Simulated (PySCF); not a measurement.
C4H9N, SMILES `C/C=N\CC`.

PySCF calculation, PBE/6-311+G**, gas phase; geometry: GFN2-xTB. No frequency check shows the geometry to be a minimum.

Coordinates in Å:

```
C1       2.1303   -0.5244   -0.0009
C2       1.2130    0.6623    0.0001
N3      -0.0396    0.7092    0.0006
C4      -0.8706   -0.4680    0.0002
C5      -2.3333   -0.0385    0.0010
H6       2.7731   -0.4803   -0.8755
H7       2.7699   -0.4840    0.8837
H8       1.5856   -1.4644   -0.0037
H9       1.7154    1.6264    0.0006
H10     -0.6683   -1.0849    0.8829
H11     -0.6651   -1.0812   -0.8897
H12     -2.9844   -0.9093    0.0018
H13     -2.5443    0.5600    0.8776
H14     -2.5411    0.5637   -0.8842
```

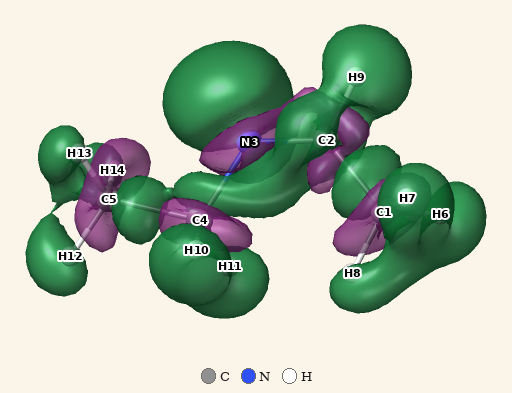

Fukui function f⁻ = ρ(N) − ρ(N−1) at fixed geometry, surfaces at ±0.015 e/Å³ (green positive, purple negative).

> Which atoms respond most to the removal of an electron?

f⁻ (Hirshfeld-condensed) is largest on N3 (0.26); the vertical ionisation energy is 8.77 eV (the stability of the cation's solution wasn't checked). Condensed values hint at sites of electrophilic attack but needn't mark the atom that reacts. Orbital relaxation makes it negative in places (0.25 e in all).

The PySCF run took 2.5 min on 1 thread of Arm Neoverse V2 (shared host), peak memory 0.68 GiB.
